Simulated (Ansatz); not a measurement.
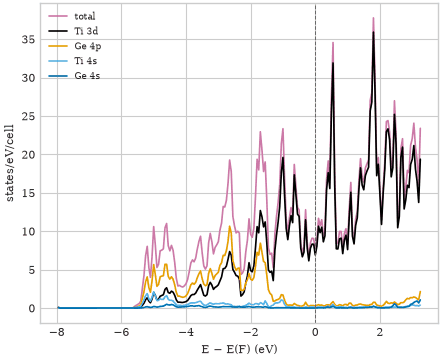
Total and projected density of states of Ti5Ge3 in space group P6_3/mcm (No. 193; Ti on 6g, Ti on 4d, Ge on 6g), DFT-r²SCAN in the program Ansatz with PAW potentials

### Question
Which orbitals carry the states next to the Fermi level?

### Answer
Within 0.5 eV of the Fermi level: Ti 3d 92 %. Projections are on Löwdin-orthogonalised atomic valence shells; empty p or d shells of many metals are not among them.

### Question
Where is the tallest occupied peak in this window, and what makes it?

### Answer
Near -1.0 eV, about 23 states/eV per cell; the largest projected share is Ti 3d.

The workflow started from a Materials Project entry (that database holds measured and hypothetical structures alike); the Crystallography Open Database files this formula in space group No. 193, but the cells were not matched. Whether it is the stable phase at ambient conditions was not checked. The cell was relaxed with r²SCAN under the symmetry of its start; its stability against distortions is not shown here. The run is not spin-polarised. Spin–orbit coupling is left out wherever it is not named.

Potentials: the later of the program's two PAW sets.
